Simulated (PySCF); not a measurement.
Vertical excitations of a molecule C6H10 from TDA-PBE/def2-SVPD in PySCF, as energy in eV (oscillator strength): 5.69 (0.600), 5.99 (0.408), 6.04 (0.003), 6.20 (0.062), 6.31 (0.071), 6.51 (0.001), 6.57 (0.017), 6.71 (0.024), 7.05 (0.007), 7.17 (0.019). Lowest triplet (TDA): 3.14 eV. Geometry optimised at PBE0-D3(BJ)/def2-SVP. One conformer was computed; it need not be the lowest.

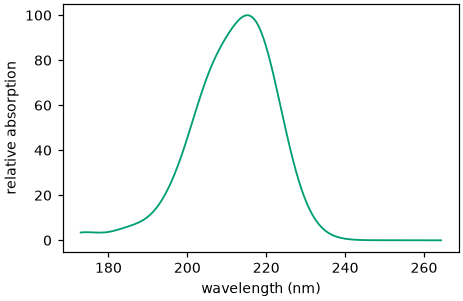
The lines broadened by 0.4 eV.

Task: Pick the molecule that these values belong to.
A) CC1=CC[C@H]1C
B) C[C@@H]1C=C[C@@H]1C
C) C=CC1(C)CC1
D) C=C/C=C/CC

Result: D, C=C/C=C/CC
